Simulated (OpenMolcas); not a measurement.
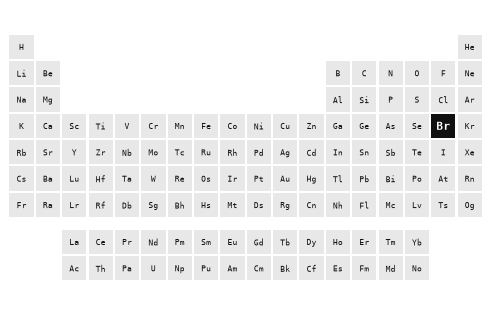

Fig. 1: The place of bromine in the periodic table.

# Multiconfigurational calculation for Br

- system: Br.
- method: state-averaged CASSCF, active space 5 electrons in the shell 4p, basis ANO-RCC-VDZP, DKH3 scalar Hamiltonian, spin-orbit coupling by RASSI with atomic mean-field integrals (OpenMolcas)

**Outcome**

- outcome: refused by the program
- hardware: 1 thread of Arm Neoverse V2, 24 GiB of memory available, shared host

**What went wrong**

This input holds a deliberate fault: too many roots. The program refused the input: “You can't ask for more roots”. To bear in mind: RASSCF multiplicity 2: _RC_INPUT_ERROR_.

**Input**
```
&GATEWAY
Coord
1

Br 0.0 0.0 0.0
Basis=ANO-RCC-VDZP
Group=XYZ
NoMove
AngMom=0.0 0.0 0.0
AMFI
&SEWARD
Relativistic=R03O02
&RASSCF
FileOrb=start.orb
Symmetry=2
Spin=2
nActEl=5 0 0
Inactive=9 6
Ras2=0 3
CIRoot=5 5 1
SDav=3
CIMx=300
Iter=64 100
PrWF=0.3
OrbListing=Nothing
MaxOrb=0
Atom
>>> COPY $Project.JobIph JOB001
```

The file start.orb holds starting orbitals from an earlier step.

Run as:
```bash
OMP_NUM_THREADS=1 MOLCAS_MEM=2252 MOLCAS_PROJECT=a pymolcas a.inp > a.log  # once for each step of the input, in one work folder
```

**Output (extracts)**
```
--- SEWARD ---
Basis set label: BR.ANO-RCC...5S4P2D.

      Electronic valence basis set:
      ------------------
      Associated Effective Charge  35.000000 au
      Associated Actual Charge     35.000000 au
      Nuclear Model: Point charge

      Shell  nPrim  nBasis  Cartesian Spherical Contaminant
         s      20       5        X
         p      17       4        X
         d      11       2                 X
Relativistic=R03O02
                  Relativistic Douglas-Kroll-Hess integrals:
                    - DKH order of Hamiltonian: 3
                    - DKH order of Properties : 2
--- RASSCF ---
Wave function specifications:
      -----------------------------

      Number of closed shell electrons          30
      Number of electrons in active shells       5
      Max number of holes in RAS1 space          0
      Max nr of electrons in RAS3 space          0
      Number of inactive orbitals               15
      Number of active orbitals                  3
      Number of secondary orbitals               9
      Spin quantum number                      0.5
      State symmetry                             2
Orbital specifications:
      -----------------------

      Symmetry species                           1   2
                                                ag  au
      Frozen orbitals                            0   0
      Inactive orbitals                          9   6
      Active orbitals                            0   3
      RAS1 orbitals                              0   0
      RAS2 orbitals                              0   3
      RAS3 orbitals                              0   0
      Secondary orbitals                         6   3
      Deleted orbitals                           0   0
      Number of basis functions                 15  12
      Number of CSFs                             3
      Number of root(s) required                 5
 ************ ERROR ***********
  You can't ask for more roots
  than there are configurations
 ******************************
--- Stop Module: rasscf at  /rc=_RC_INPUT_ERROR_ ---
.####################.
.# User input error #.
.####################.
```
